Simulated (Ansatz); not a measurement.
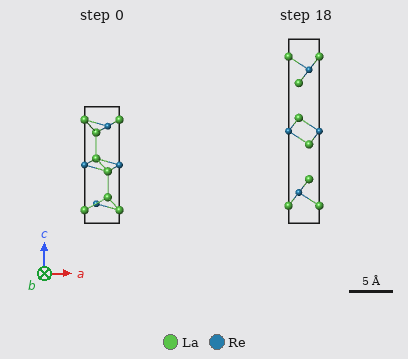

The structure of crystalline La2Re (a generated structure, set up in R-3m) (coarse preliminary run) before (left) and after (right) a relaxation, at one scale.

The picture is a ball-and-stick view of the conventional cell (3 times the calculation's cell), seen along the b axis. Lengths and directions refer to the drawn axes.

Level of theory: DFT PBE, scalar-relativistic, plane waves, PAW in Ansatz 0.2.0. Settings: plane-wave cutoff 420 eV; k-point mesh 6 × 6 × 6; occupations gaussian; smearing width 0.1 eV; no spin polarisation; cell and atoms relaxed; force threshold 0.04 eV/Å; at most 70 steps.

> Summarise the run.

The energy falls by 585 meV per atom in 15 accepted moves (18 points after the start). Largest force component: 0.57 eV/Å at the start, 0.0014 eV/Å at the end. Pressure: 7.08 GPa at the start and 0.08 GPa at the end. At 3 points the geometry stayed and the basis and grid were re-selected for the new cell (energy shift of 67.2 meV per atom at most each time). The largest moves relative to the cell, 0.36 Å, are those of La atoms. Re stays in place. The drawn cell changes as follows: a = b 4.730 → 4.181 Å (−11.6 %), c 13.663 → 21.597 Å (+58.1 %); the volume changes by +23.6 %. Among the contacts that change: La–La 3.042 → 4.086 Å, La–La 3.121 → 3.940 Å, La–Re 2.833 → 2.873 Å. Bonds break, among them: La–La (3.04 → 4.09 Å). Among the angles between lasting bonds that change: La–Re–La 66.8° → 86.6°, La–Re–La 113.2° → 93.4°, Re–La–Re 113.2° → 93.4°. The space group stays R-3m (No. 166).
